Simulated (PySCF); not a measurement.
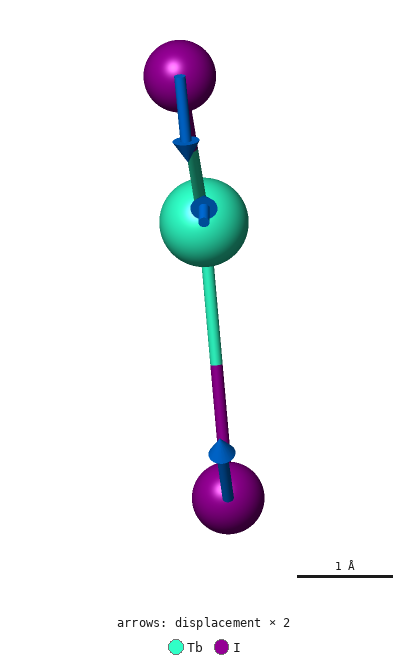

A relaxation of TbI2 (charge +1). The starting structure is drawn; blue arrows show the displacements, 2 times their true length. The two geometries are superimposed by the best rigid fit.

The picture is a ball-and-stick view, seen from a free direction.

The calculation used RKS PBE0, Tb lcecp-1-SVP with ECP54, I def2-SVP with ECP28; non-relativistic Hamiltonian with scalar-relativistic core potentials; density fitting in PySCF.

Input file:
```
mol = gto.M(atom='''
Tb     0.00000     0.00000    -0.74292
I      2.69940    -0.00000     0.46518
I     -2.69940     0.00000     0.46518''',
    basis={'Tb': 'lcecp-1-SVP', 'I': 'def2-SVP'},
    ecp={'Tb': 'lcecp-1-SVP', 'I': 'def2-SVP'},
    charge=1, spin=0)
mf = dft.RKS(mol, xc='PBE0')
mf.grids.atom_grid = (50, 194)  # f atoms: at least (60, 302), unpruned
mf = mf.density_fit()  # Tb AutoAux, I def2-universal-JKFIT
mf.conv_tol = 1e-08; mf.max_cycle = 55
mf.kernel(dm0)
# quasi-Newton relaxation in Cartesian coordinates to a largest gradient under 0.00045 Eh/bohr, steps kept in the point group
```

Launched with:
```bash
OMP_NUM_THREADS=2 python run.py
```

Q: Atoms of which element are displaced furthest, and by how much?

A: Iodine: up to 0.48 Å, against 0.25 Å for terbium.

Q: Describe the change and its energy.

A: After 8 geometry steps the energy has fallen by 11.1 kcal/mol. Largest force component: 1.6 eV/Å at the start, 0.0021 eV/Å at the end. The largest moves after the best rigid fit, 0.48 Å, are those of I2 and I3. Largest moves by element: I 0.48 Å, Tb 0.25 Å. Some distances before and after: Tb1–I2 2.957 → 2.739 Å. Among the angles between lasting bonds that change: I2–Tb1–I3 131.8° → 109.2°.
